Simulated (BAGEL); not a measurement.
**A workflow on CH4ClFOSi (SMILES C[Si](O)(F)Cl)**

Wanted: a series of 15 runs (PBE0/def2-SV(P), RI-MP2/def2-SV(P)) of CH4ClFOSi. 

The calculation is run with BAGEL 1.2.2.

2 further runs of the same task are left out: 2 set aside as unsound or not needed.

## 1. Starting point

CH4ClFOSi has 9 atoms, charge 0, and is taken as a singlet. SMILES: `C[Si](O)(F)Cl`. One bond was lengthened or shortened from a relaxed shape.

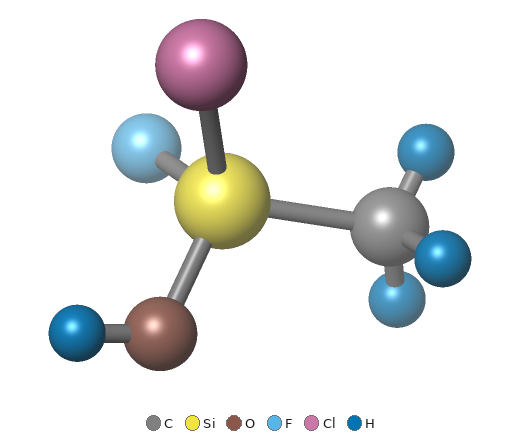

The structure, seen from a chosen angle (carbon grey, silicon yellow, oxygen brown, fluorine blue, chlorine pink, hydrogen blue).

## 2. The energy at PBE0/def2-SV(P) (density fitting with svp-jkfit) (run 1)

input.json reads:

```json
{ "bagel": [

{
  "title": "molecule",
  "basis": "def2-sv_p_.json",
  "df_basis": "svp-jkfit",
  "geometry": [
    { "atom": "C", "xyz": [ -2.25344549, -0.13536864,  1.18201235 ] },
    { "atom": "Si", "xyz": [  0.96608091,  0.61485263,  0.14228504 ] },
    { "atom": "O", "xyz": [  1.88599958, -1.47329474, -1.90712294 ] },
    { "atom": "F", "xyz": [  2.84068922,  0.63734037,  2.49348228 ] },
    { "atom": "Cl", "xyz": [  1.20815482,  4.16583699, -1.38291292 ] },
    { "atom": "H", "xyz": [ -3.55962419, -0.06601569, -0.41234958 ] },
    { "atom": "H", "xyz": [ -2.78980268,  1.01043656,  2.39560581 ] },
    { "atom": "H", "xyz": [ -2.30900344, -2.03208675,  1.99497253 ] },
    { "atom": "H", "xyz": [  3.42159103, -1.19248144, -2.82571881 ] }
  ]
},
{
  "title": "ks",
  "xc_func": "pbe0"
},
{
  "title": "print",
  "file": "orbitals.molden",
  "orbitals": "true"
}

]}
```

The basis set def2-SV(P) is read from a file made from the Basis Set Exchange's data (not shown).

Run with:

```sh
$ BAGEL_NUM_THREADS=1 BAGEL input.json > input.out
```

What it wrote:

```text
* using 1 threads per process

  ===============================================================
  ===============================================================

  *** Geometry ***

  { "atom" : "C", "xyz" : [     -2.253445,     -0.135369,      1.182012 ] },
  { "atom" : "Si", "xyz" : [      0.966081,      0.614853,      0.142285 ] },
  { "atom" : "O", "xyz" : [      1.886000,     -1.473295,     -1.907123 ] },
  { "atom" : "F", "xyz" : [      2.840689,      0.637340,      2.493482 ] },
  { "atom" : "Cl", "xyz" : [      1.208155,      4.165837,     -1.382913 ] },
  { "atom" : "H", "xyz" : [     -3.559624,     -0.066016,     -0.412350 ] },
  { "atom" : "H", "xyz" : [     -2.789803,      1.010437,      2.395606 ] },
  { "atom" : "H", "xyz" : [     -2.309003,     -2.032087,      1.994973 ] },
  { "atom" : "H", "xyz" : [      3.421591,     -1.192481,     -2.825719 ] },

  Number of auxiliary basis functions:      557

  Since a DF basis is specified, we compute 2- and 3-index integrals:
    o Being stored without compression. Storage requirement is 0.033 GB

  Number of basis functions:       86
  Number of electrons      :       58

    * METHOD: MOLECULE                             0.50

  *** Kohn-Sham DFT ***

    * Removing 18058 points whose weight is below 1.00e-10
    * Grid points: 116096

  === Nuclear Repulsion ===
   314.8692353040

       - DIIS with orbital gradients will be used.

  === KS iteration (pbe0 / def2-sv_p_.json) ===
      0       -924.83342050          0.12517216           0.71
      1       -844.29503943          0.21138086           0.68
      2       -889.23650835          0.13218728           0.68
      3       -936.08607141          0.15296964           0.69
      4       -963.31026265          0.04354077           0.68
      5       -954.23922282          0.08577652           0.68
      6       -964.18334779          0.02259347           0.68
      7       -964.27822367          0.01904456           0.68
      8       -964.47384256          0.00733498           0.69
      9       -964.50404849          0.00309220           0.69
     10       -964.50601467          0.00237751           0.69
     11       -964.50949307          0.00017627           0.69
     12       -964.50951005          0.00005526           0.71
     13       -964.50951153          0.00003453           0.71
     14       -964.50951227          0.00000524           0.70
     15       -964.50951228          0.00000389           0.69
     16       -964.50951229          0.00000045           0.69
     17       -964.50951229          0.00000025           0.69
     18       -964.50951229          0.00000007           0.69
     19       -964.50951229          0.00000002           0.69
     20       -964.50951229          0.00000001           0.69
    * SCF iteration converged.

    * Permanent dipole moment:
           (    0.155850,     0.297326,     0.259036) a.u.

    * METHOD: KS                                  15.42

    * METHOD: PRINT                                0.02

  ===============================================================
```

Wall time 16 s (1 thread of Arm Neoverse N1, shared host); peak memory 0.51 GiB.

## 3. Bond 7-1 at 1.091 A: a single-point energy at RI-MP2/def2-SV(P) (density fitting with svp-jkfit) (run 2)

calc.json reads:

```json
{ "bagel" : [

{
  "title" : "molecule",
  "basis" : "def2-sv_p_.json",
  "df_basis" : "svp-jkfit",
  "angstrom" : false,
  "geometry" : [
    { "atom" : "C", "xyz" : [    -2.15880045,    -0.33755422,     0.96786481 ] },
    { "atom" : "Si", "xyz" : [     1.06072595,     0.41266705,    -0.07186251 ] },
    { "atom" : "O", "xyz" : [     1.98064463,    -1.67548031,    -2.12127049 ] },
    { "atom" : "F", "xyz" : [     2.93533427,     0.43515479,     2.27933474 ] },
    { "atom" : "Cl", "xyz" : [     1.30279987,     3.96365141,    -1.59706046 ] },
    { "atom" : "H", "xyz" : [    -3.46497915,    -0.26820127,    -0.62649712 ] },
    { "atom" : "H", "xyz" : [    -2.78980268,     1.01043656,     2.39560581 ] },
    { "atom" : "H", "xyz" : [    -2.21435840,    -2.23427233,     1.78082499 ] },
    { "atom" : "H", "xyz" : [     3.51623608,    -1.39466701,    -3.03986636 ] }
  ]
},

{ "title" : "hf" },

{ "title" : "mp2", "ncore" : 13 }

]}
```

The basis set def2-SV(P) is read from a file made from the Basis Set Exchange's data (not shown).

Run with:

```sh
$ BAGEL_NUM_THREADS=1 BAGEL calc.json > calc.out
```

What it wrote:

```text
* using 1 threads per process

  ===============================================================
  ===============================================================

  *** Geometry ***

  { "atom" : "C", "xyz" : [     -2.158800,     -0.337554,      0.967865 ] },
  { "atom" : "Si", "xyz" : [      1.060726,      0.412667,     -0.071863 ] },
  { "atom" : "O", "xyz" : [      1.980645,     -1.675480,     -2.121270 ] },
  { "atom" : "F", "xyz" : [      2.935334,      0.435155,      2.279335 ] },
  { "atom" : "Cl", "xyz" : [      1.302800,      3.963651,     -1.597060 ] },
  { "atom" : "H", "xyz" : [     -3.464979,     -0.268201,     -0.626497 ] },
  { "atom" : "H", "xyz" : [     -2.789803,      1.010437,      2.395606 ] },
  { "atom" : "H", "xyz" : [     -2.214358,     -2.234272,      1.780825 ] },
  { "atom" : "H", "xyz" : [      3.516236,     -1.394667,     -3.039866 ] },

  Number of auxiliary basis functions:      557

  Since a DF basis is specified, we compute 2- and 3-index integrals:
    o Being stored without compression. Storage requirement is 0.033 GB

  Number of basis functions:       86
  Number of electrons      :       58

    * METHOD: MOLECULE                             0.50

  *** RHF ***

  === Nuclear Repulsion ===
   314.0418257022

      * DIIS with orbital gradients will be used.

  === RHF iteration (def2-sv_p_.json) ===
      0       -962.42853772          0.02033579           0.16
      1       -962.61162650          0.01218728           0.15
      2       -962.69098442          0.00122177           0.15
      3       -962.69215167          0.00038989           0.15
      4       -962.69227449          0.00005641           0.15
      5       -962.69227771          0.00001544           0.15
      6       -962.69227793          0.00000738           0.15
      7       -962.69227797          0.00000131           0.15
      8       -962.69227798          0.00000048           0.15
      9       -962.69227798          0.00000018           0.15
     10       -962.69227798          0.00000007           0.15
     11       -962.69227798          0.00000002           0.15
     12       -962.69227798          0.00000001           0.15
    * SCF iteration converged.

    * Permanent dipole moment:
           (    0.168870,     0.269336,     0.285787) a.u.

    * METHOD: HF                                   2.35

  *** RHF ***

  === Nuclear Repulsion ===
   314.0418257022

      * DIIS with orbital gradients will be used.

  === RHF iteration (def2-sv_p_.json) ===
      0       -962.69227798          0.00000000           0.15
    * SCF iteration converged.

    * Permanent dipole moment:
           (    0.168870,     0.269336,     0.285788) a.u.

  === DF-MP2 calculation ===

    * freezing 13 orbitals
    * 3-index integral transformation done
    * assembly done

      MP2 correlation energy:   -0.7108130687      0.09

      MP2 total energy:       -963.4030910448

    * METHOD: MP2                                  0.41

  ===============================================================
```

Wall time 3.6 s (1 thread of Arm Neoverse N1, shared host); peak memory 0.15 GiB.

Run 3 isn't shown in full; the table further down has it.

## 4. Bond 7-1 at 1.255 A: the energy at RI-MP2/def2-SV(P) (density fitting with svp-jkfit) (run 4)

calc.json reads:

```json
{ "bagel": [

{
  "title": "molecule",
  "basis": "def2-sv_p_.json",
  "df_basis": "svp-jkfit",
  "angstrom": "false",
  "geometry": [
    { "atom": "C", "xyz": [ -2.06415540, -0.53974169,  0.75371726 ] },
    { "atom": "Si", "xyz": [  1.15537099,  0.21047959, -0.28601005 ] },
    { "atom": "O", "xyz": [  2.07528967, -1.87766778, -2.33541803 ] },
    { "atom": "F", "xyz": [  3.02997931,  0.23296733,  2.06518720 ] },
    { "atom": "Cl", "xyz": [  1.39744491,  3.76146395, -1.81120800 ] },
    { "atom": "H", "xyz": [ -3.37033410, -0.47038874, -0.84064467 ] },
    { "atom": "H", "xyz": [ -2.78980268,  1.01043656,  2.39560581 ] },
    { "atom": "H", "xyz": [ -2.11971335, -2.43645980,  1.56667744 ] },
    { "atom": "H", "xyz": [  3.61088112, -1.59685448, -3.25401390 ] }
  ]
},
{
  "title": "hf"
},
{
  "title": "mp2",
  "ncore": 13
}

]}
```

The basis set def2-SV(P) is read from a file made from the Basis Set Exchange's data (not shown).

Run with:

```sh
$ BAGEL_NUM_THREADS=1 BAGEL calc.json > calc.out
```

What it wrote:

```text
* using 1 threads per process

  ===============================================================
  ===============================================================

  *** Geometry ***

  { "atom" : "C", "xyz" : [     -2.064155,     -0.539742,      0.753717 ] },
  { "atom" : "Si", "xyz" : [      1.155371,      0.210480,     -0.286010 ] },
  { "atom" : "O", "xyz" : [      2.075290,     -1.877668,     -2.335418 ] },
  { "atom" : "F", "xyz" : [      3.029979,      0.232967,      2.065187 ] },
  { "atom" : "Cl", "xyz" : [      1.397445,      3.761464,     -1.811208 ] },
  { "atom" : "H", "xyz" : [     -3.370334,     -0.470389,     -0.840645 ] },
  { "atom" : "H", "xyz" : [     -2.789803,      1.010437,      2.395606 ] },
  { "atom" : "H", "xyz" : [     -2.119713,     -2.436460,      1.566677 ] },
  { "atom" : "H", "xyz" : [      3.610881,     -1.596854,     -3.254014 ] },

  Number of auxiliary basis functions:      557

  Since a DF basis is specified, we compute 2- and 3-index integrals:
    o Being stored without compression. Storage requirement is 0.033 GB

  Number of basis functions:       86
  Number of electrons      :       58

    * METHOD: MOLECULE                             0.50

  *** RHF ***

  === Nuclear Repulsion ===
   313.3567054326

      * DIIS with orbital gradients will be used.

  === RHF iteration (def2-sv_p_.json) ===
      0       -962.41827194          0.02025907           0.16
      1       -962.59841180          0.01219140           0.15
      2       -962.67798866          0.00120718           0.16
      3       -962.67917281          0.00038630           0.15
      4       -962.67929201          0.00005854           0.15
      5       -962.67929563          0.00001665           0.15
      6       -962.67929591          0.00000762           0.15
      7       -962.67929597          0.00000157           0.15
      8       -962.67929597          0.00000060           0.16
      9       -962.67929597          0.00000021           0.15
     10       -962.67929597          0.00000008           0.15
     11       -962.67929597          0.00000003           0.16
     12       -962.67929597          0.00000001           0.15
    * SCF iteration converged.

    * Permanent dipole moment:
           (    0.156102,     0.289309,     0.309448) a.u.

    * METHOD: HF                                   2.38

  *** RHF ***

  === Nuclear Repulsion ===
   313.3567054326

      * DIIS with orbital gradients will be used.

  === RHF iteration (def2-sv_p_.json) ===
      0       -962.67929597          0.00000000           0.15
    * SCF iteration converged.

    * Permanent dipole moment:
           (    0.156102,     0.289309,     0.309448) a.u.

  === DF-MP2 calculation ===

    * freezing 13 orbitals
    * 3-index integral transformation done
    * assembly done

      MP2 correlation energy:   -0.7129311723      0.09

      MP2 total energy:       -963.3922271436

    * METHOD: MP2                                  0.42

  ===============================================================
```

It took 3.6 s on 1 thread of Arm Neoverse N1, shared host; peak memory 0.15 GiB.

Runs 5 to 14 aren't shown in full; the table further down has their settings and results.

## 5. Bond 7-1 at 3.056 A: a single-point energy at PBE0/def2-SV(P) (density fitting with svp-jkfit) (run 15)

calc.json reads:

```json
{ "bagel": [

{
  "title": "molecule",
  "basis": "def2-sv_p_.json",
  "df_basis": "svp-jkfit",
  "angstrom": false,
  "geometry": [
    { "atom": "C", "xyz": [ -1.02306371, -2.76379060, -1.60191139 ] },
    { "atom": "Si", "xyz": [  2.19646269, -2.01356933, -2.64163870 ] },
    { "atom": "O", "xyz": [  3.11638137, -4.10171669, -4.69104668 ] },
    { "atom": "F", "xyz": [  4.07107101, -1.99108159, -0.29044146 ] },
    { "atom": "Cl", "xyz": [  2.43853661,  1.53741503, -4.16683666 ] },
    { "atom": "H", "xyz": [ -2.32924241, -2.69443765, -3.19627332 ] },
    { "atom": "H", "xyz": [ -2.78980268,  1.01043656,  2.39560581 ] },
    { "atom": "H", "xyz": [ -1.07862166, -4.66050871, -0.78895121 ] },
    { "atom": "H", "xyz": [  4.65197282, -3.82090339, -5.60964255 ] }
  ]
},
{
  "title": "ks",
  "xc_func": "pbe0"
},
{
  "title": "print",
  "file": "orbitals.molden",
  "orbitals": true
}

]}
```

The basis set def2-SV(P) is read from a file made from the Basis Set Exchange's data (not shown).

Run with:

```sh
$ BAGEL_NUM_THREADS=1 BAGEL calc.json > calc.out
```

What it wrote:

```text
* using 1 threads per process

  ===============================================================
  ===============================================================

  *** Geometry ***

  { "atom" : "C", "xyz" : [     -1.023064,     -2.763791,     -1.601911 ] },
  { "atom" : "Si", "xyz" : [      2.196463,     -2.013569,     -2.641639 ] },
  { "atom" : "O", "xyz" : [      3.116381,     -4.101717,     -4.691047 ] },
  { "atom" : "F", "xyz" : [      4.071071,     -1.991082,     -0.290441 ] },
  { "atom" : "Cl", "xyz" : [      2.438537,      1.537415,     -4.166837 ] },
  { "atom" : "H", "xyz" : [     -2.329242,     -2.694438,     -3.196273 ] },
  { "atom" : "H", "xyz" : [     -2.789803,      1.010437,      2.395606 ] },
  { "atom" : "H", "xyz" : [     -1.078622,     -4.660509,     -0.788951 ] },
  { "atom" : "H", "xyz" : [      4.651973,     -3.820903,     -5.609643 ] },

  Number of auxiliary basis functions:      557

  Since a DF basis is specified, we compute 2- and 3-index integrals:
    o Being stored without compression. Storage requirement is 0.033 GB

  Number of basis functions:       86
  Number of electrons      :       58

    * METHOD: MOLECULE                             0.50

  *** Kohn-Sham DFT ***

    * Removing 16501 points whose weight is below 1.00e-10
    * Grid points: 117653

  === Nuclear Repulsion ===
   309.2011137876

       - DIIS with orbital gradients will be used.

  === KS iteration (pbe0 / def2-sv_p_.json) ===
      0       -926.04566701          0.12376048           0.72
      1       -866.65880454          0.17572416           0.69
      2       -928.42144919          0.13087526           0.70
      3       -957.96357484          0.07941356           0.70
      4       -961.65870892          0.04580880           0.70
      5       -963.56689655          0.03161497           0.70
      6       -964.08482403          0.01336625           0.70
      7       -963.81584044          0.01927543           0.70
      8       -964.29391179          0.00337080           0.70
      9       -964.29023070          0.00362735           0.69
     10       -964.30027520          0.00157621           0.70
     11       -964.29827645          0.00215387           0.70
     12       -964.30008848          0.00158439           0.71
     13       -964.30180371          0.00056300           0.70
     14       -964.30212610          0.00010369           0.70
     15       -964.30213116          0.00006041           0.70
     16       -964.30213351          0.00000613           0.70
     17       -964.30213352          0.00000464           0.70
     18       -964.30213353          0.00000342           0.70
     19       -964.30213353          0.00000219           0.70
     20       -964.30213353          0.00000034           0.70
     21       -964.30213353          0.00000016           0.70
     22       -964.30213353          0.00000014           0.70
     23       -964.30213353          0.00000001           0.70
     24       -964.30213353          0.00000001           0.70
     25       -964.30213353          0.00000001           0.70
    * SCF iteration converged.

    * Permanent dipole moment:
           (   -0.015114,     0.595555,     0.611754) a.u.

    * METHOD: KS                                  19.19

    * METHOD: PRINT                                0.02

  ===============================================================
```

It took 20 s on 1 thread of Arm Neoverse N1, shared host; peak memory 0.51 GiB.

## 6. Overview of the runs

```tsv
run	level	frozen core orbitals	partner	energy (Eh)	dipole moment (D)	HOMO energy (eV)	LUMO energy (eV)	wall time
1	PBE0/def2-SV(P) (density fitting with svp-jkfit)	–	bond 7-1 at 0.928 A	-964.509512	1.08	-9.12	1.30	16 s
2	RI-MP2/def2-SV(P) (density fitting with svp-jkfit)	13	bond 7-1 at 1.091 A	-963.403091	–	–	–	3.6 s
3	PBE0/def2-SV(P) (density fitting with svp-jkfit)	–	bond 7-1 at 1.091 A	-964.536450	1.08	-9.12	1.23	17 s
4	RI-MP2/def2-SV(P) (density fitting with svp-jkfit)	13	bond 7-1 at 1.255 A	-963.392227	–	–	–	3.6 s
5	PBE0/def2-SV(P) (density fitting with svp-jkfit)	–	bond 7-1 at 1.255 A	-964.525721	1.11	-9.12	1.04	17 s
6	RI-MP2/def2-SV(P) (density fitting with svp-jkfit)	13	bond 7-1 at 1.473 A	-963.357390	–	–	–	3.6 s
7	PBE0/def2-SV(P) (density fitting with svp-jkfit)	–	bond 7-1 at 1.473 A	-964.491371	1.19	-9.12	0.16	15 s
8	RI-MP2/def2-SV(P) (density fitting with svp-jkfit)	13	bond 7-1 at 1.746 A	-963.308989	–	–	–	3.6 s
9	PBE0/def2-SV(P) (density fitting with svp-jkfit)	–	bond 7-1 at 1.746 A	-964.443279	1.35	-9.10	-1.36	15 s
10	RI-MP2/def2-SV(P) (density fitting with svp-jkfit)	13	bond 7-1 at 2.074 A	-963.259174	–	–	–	3.9 s
11	PBE0/def2-SV(P) (density fitting with svp-jkfit)	–	bond 7-1 at 2.074 A	-964.392769	1.58	-8.49	-2.80	17 s
12	RI-MP2/def2-SV(P) (density fitting with svp-jkfit)	13	bond 7-1 at 2.510 A	-963.212044	–	–	–	4.2 s
13	PBE0/def2-SV(P) (density fitting with svp-jkfit)	–	bond 7-1 at 2.510 A	-964.342334	1.88	-7.78	-4.02	16 s
14	RI-MP2/def2-SV(P) (density fitting with svp-jkfit)	13	bond 7-1 at 3.056 A	-963.181617	–	–	–	4.2 s
15	PBE0/def2-SV(P) (density fitting with svp-jkfit)	–	bond 7-1 at 3.056 A	-964.302134	2.17	-7.23	-4.87	20 s
```

## 7. Summary of results

```
                                  quantity          value
 bond 7-1 at 3.056 A, run 15: total energy  -964.30213 Eh
bond 7-1 at 3.056 A, run 15: dipole moment         2.17 D
  bond 7-1 at 3.056 A, run 15: HOMO energy       -7.23 eV
  bond 7-1 at 3.056 A, run 15: LUMO energy       -4.87 eV
bond 7-1 at 3.056 A, run 15: HOMO–LUMO gap        2.37 eV
```

What this shows: In runs 10, 11, 12, 13, 14, 15 a closed-shell determinant meets a far-stretched bond, which it describes badly. All runs together took 2.7 min, the longest 20 s.
